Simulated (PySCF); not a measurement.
**C$_{2}$H$_{10}$N$_{2}$OSi$_{2}$: density, localisation and related maps**

Input file:

```
{"job": {"kind": "uv", "xc": "PBE0", "basis": "def2-SVPD", "nstates": 8, "ntriplets": 3}, "charge": 0, "multiplicity": 1}
C      2.109678     1.592486     0.164315
Si     0.895265     0.264975     0.743452
N      0.786162    -1.019929    -0.383037
C     -0.504509    -1.656240    -0.568865
Si    -1.847119    -0.456760     0.062169
O     -2.912213     0.079011    -1.045270
N     -0.766704     0.755920     0.630617
H      2.047181     2.468368     0.800157
H      1.925936     1.905039    -0.857766
H      3.126817     1.221840     0.222999
H      1.193112    -0.121032     2.139525
H      1.568060    -1.623262    -0.581692
H     -0.632886    -1.905350    -1.627501
H     -0.552497    -2.604081    -0.020306
H     -2.740786    -1.038535     1.054924
H     -2.609846     0.553872    -1.816199
H     -1.092649     1.595710     1.072570
```

Launched as:

```sh
OMP_NUM_THREADS=1 python probes_run.py task.json out
```

Geometry: GFN2-xTB.

These are results of PBE0/def2-SVPD, SCF density, gas phase in PySCF 2.14.0, not measurements.

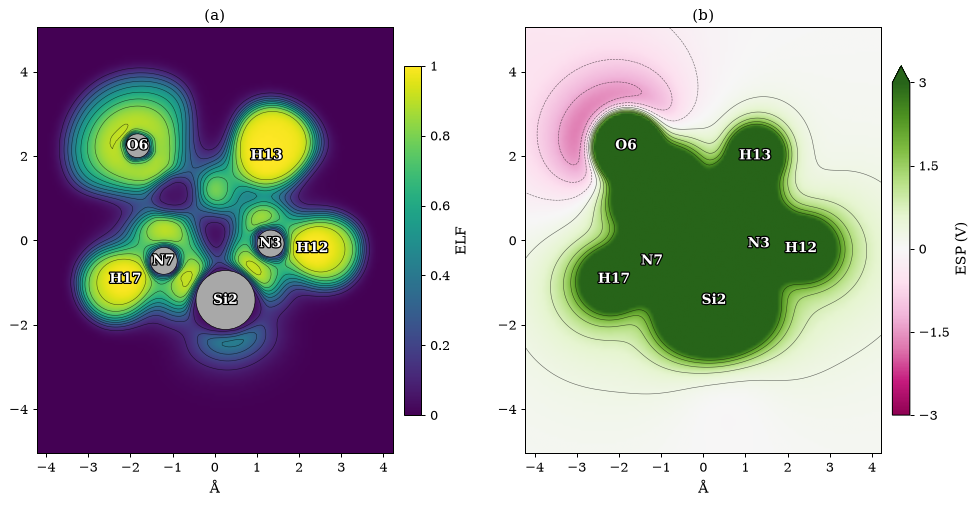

Figure 1. (a) ELF; (b) molecular electrostatic potential on the plane of atoms Si2, N3 and H12. Grey discs cover the atomic cores in the ELF map.

> Interpret the plot.

- Atoms in the plane: Si, N, O and H.
- Si–N (1.71 Å): the ELF peaks at about 0.90 between the atoms; a shared but strongly polarised pair.
- N–H (1.00 Å): the ELF climbs to about 1 towards the hydrogen, as it does in any bond to H: an ordinary covalent bond to hydrogen.
- The ELF also peaks beside O6, away from the bonds: lone-pair regions.
- Outside the dense part of the molecule the potential is most negative (−1.7 V) near O6.

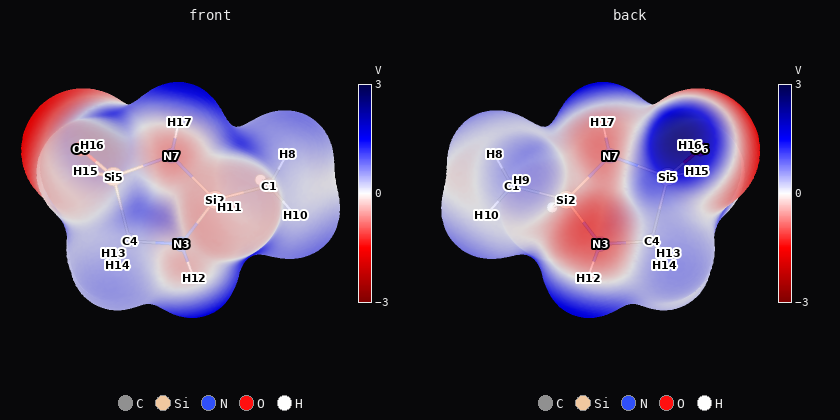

Figure 2. The molecular electrostatic potential painted on the density surface at 0.002 e/bohr³, seen from the front and from behind; the colour scale runs from red (negative) to blue (positive).

> Which sites attract a positive test charge, and which a negative one?

A positive charge is drawn to the negative regions and a negative charge to the positive ones. The most negative region (about −1.5 V, or −35 kcal/mol for a unit charge) lies over O6, the most positive (about +2.3 V, or +53 kcal/mol for a unit charge) over H16. O6 is the likeliest acceptor of a hydrogen bond.
